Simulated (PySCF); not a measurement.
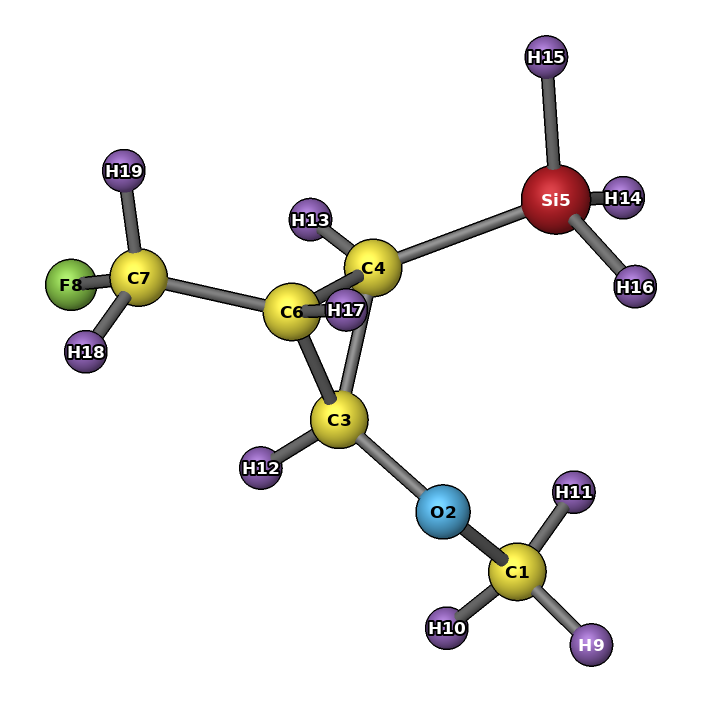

The questions are on isotropic NMR shieldings of the H atoms. The geometry was computed by an optimisation with GFN2-xTB. No frequency run is at hand to confirm it as a minimum. Properties computed with GIAO PBE0/pcSseg-1 NMR shielding, non-relativistic, gas phase (PySCF 2.14.0).

List the isotropic NMR shieldings of the H atoms.

```json
{"atom": "H9", "σ (ppm)": "27.97"}
{"atom": "H10", "σ (ppm)": "28.38"}
{"atom": "H11", "σ (ppm)": "28.45"}
{"atom": "H12", "σ (ppm)": "28.38"}
{"atom": "H13", "σ (ppm)": "31.46"}
{"atom": "H14", "σ (ppm)": "27.48"}
{"atom": "H15", "σ (ppm)": "27.66"}
{"atom": "H16", "σ (ppm)": "27.93"}
{"atom": "H17", "σ (ppm)": "30.99"}
{"atom": "H18", "σ (ppm)": "26.58"}
{"atom": "H19", "σ (ppm)": "26.86"}
```

The geometry is semi-empirical. Around Si such bond lengths and angles can be off by a tenth of an ångström or more and by several degrees, and values that hang on the shape move with them.
